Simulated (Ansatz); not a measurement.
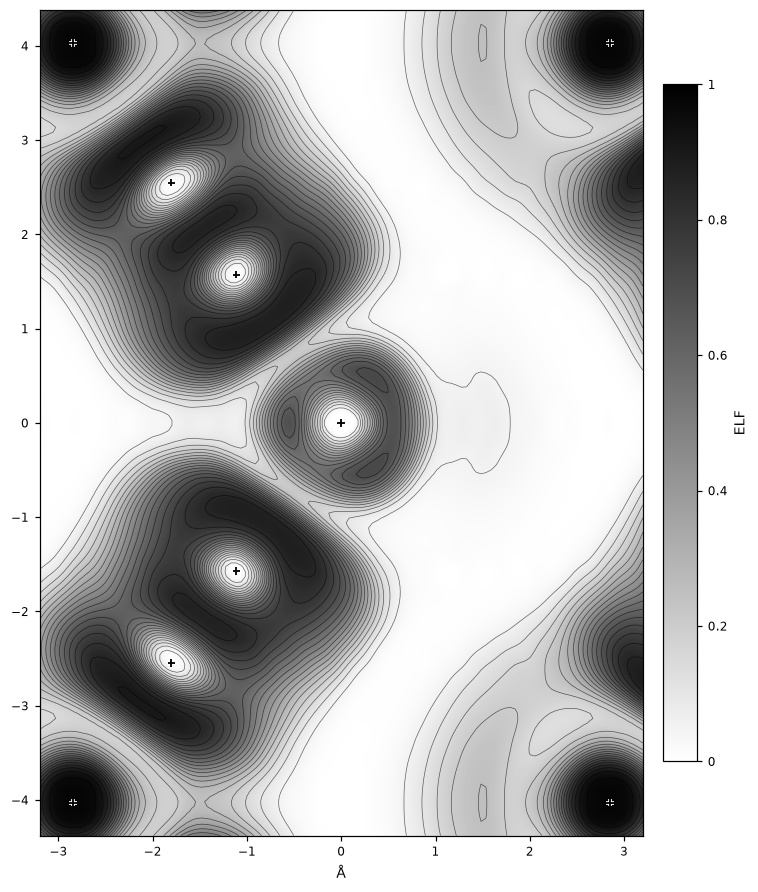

The electron localisation function on a plane through atoms (crosses mark nuclei in the plane).

Computed with Ansatz, DFT PBE, scalar-relativistic, plane waves, PAW.

Candidates:
A. TiCoC4N4, a = 5.70 Å, b = 5.70 Å, c = 5.70 Å, α = 90.00°, β = 90.00°, γ = 90.00°. Space group P-43m; a structure generated by program, which may or may not match a known phase; spin-polarised.
B. Zr5F, a = 3.20 Å, b = 3.20 Å, c = 13.94 Å, α = 90.00°, β = 90.00°, γ = 120.00°. Space group P-6m2; a structure generated by program, which may or may not match a known phase; computed without spin polarisation.
C. H6PtC2, a = 5.87 Å, b = 5.87 Å, c = 5.87 Å, α = 90.00°, β = 90.00°, γ = 90.00°. Space group Fm-3m; a structure generated by program, which may or may not match a known phase.

Which candidate gave the map?

Candidate A: TiCoC4N4 on the (11̄0) plane of the conventional cell, which holds Ti, Co, C and N. C–N (1.20 Å): the ELF peaks at about 0.85 between the atoms. Co–C (1.81 Å): the ELF peaks at about 0.90 in the valence shell of C, 0.5 Å from its nucleus, and is about 0.30 at the midpoint.
